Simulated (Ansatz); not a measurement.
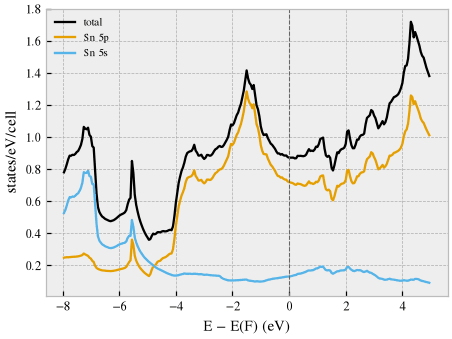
Total and projected density of states of Sn (β-Sn type, space group No. 141), plane-wave PAW r²SCAN (Ansatz code)

Problem. Which orbitals carry the states next to the Fermi level?

Solution. Within 0.5 eV of the Fermi level: Sn 5p 82 %, Sn 5s 15 %. Projections are on Löwdin-orthogonalised atomic valence shells; empty p or d shells of many metals are not among them.

Problem. Where is the tallest occupied peak in this window, and what makes it?

Solution. Near -1.5 eV, about 1.4 states/eV per cell; the largest projected share is Sn 5p.

Space group I4_1/amd (β-Sn type). The cell was relaxed with r²SCAN under the symmetry of its start. Scalar-relativistic: spin–orbit coupling is off unless named, which matters more the heavier the elements.

Potentials: the later of the program's two PAW sets.
